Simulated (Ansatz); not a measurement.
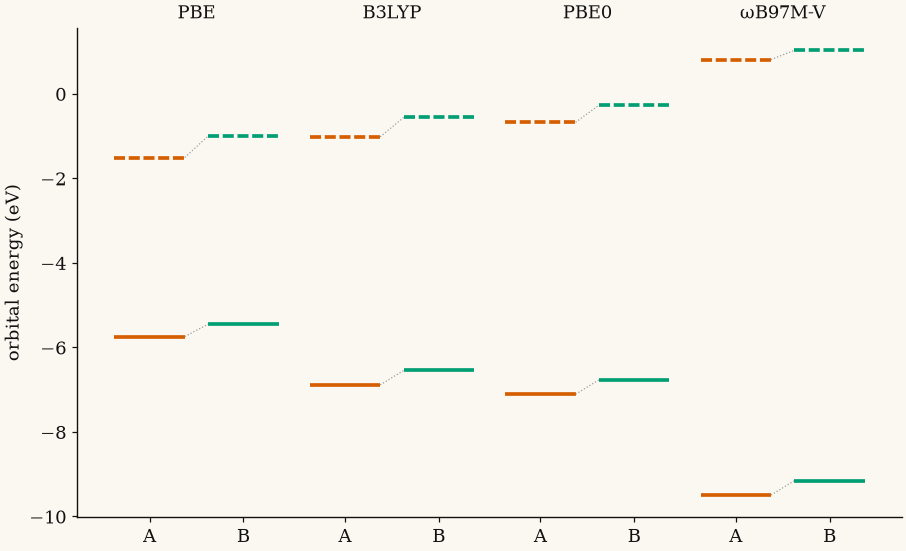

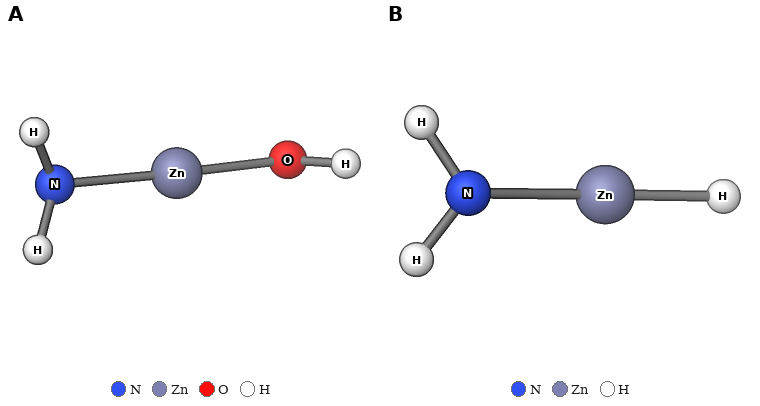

One change: A, ZnNH₃O (SMILES [NH2][Zn][OH]), becomes B, ZnNH₃ (SMILES [NH2][ZnH]). OH on Zn is replaced by H. HOMO (solid) and LUMO (dashed) computed in def2-TZVPP at PBE0-D4/def2-TZVP geometries, both minima by their frequencies, gas phase, the Ansatz code. Empty levels above zero depend strongly on the basis.

Question: What does the change do to HOMO and LUMO?

Answer: PBE: the HOMO rises by 0.29 eV, the LUMO rises by 0.51 eV, and the separation goes from 4.24 to 4.45 eV. B3LYP: the HOMO rises by 0.34 eV, the LUMO rises by 0.46 eV, and the separation goes from 5.87 to 5.99 eV. PBE0: the HOMO rises by 0.34 eV, the LUMO rises by 0.41 eV, and the separation goes from 6.43 to 6.50 eV. ωB97M-V: the HOMO rises by 0.34 eV, the LUMO rises by 0.22 eV, and the separation goes from 10.30 to 10.18 eV.

Question: Do the functionals agree on the effect?

Answer: They agree on the direction for both levels; the HOMO shift lies between 0.29 and 0.34 eV and the LUMO shift between 0.22 and 0.51 eV, while the separations themselves differ by up to 6.1 eV between functionals.
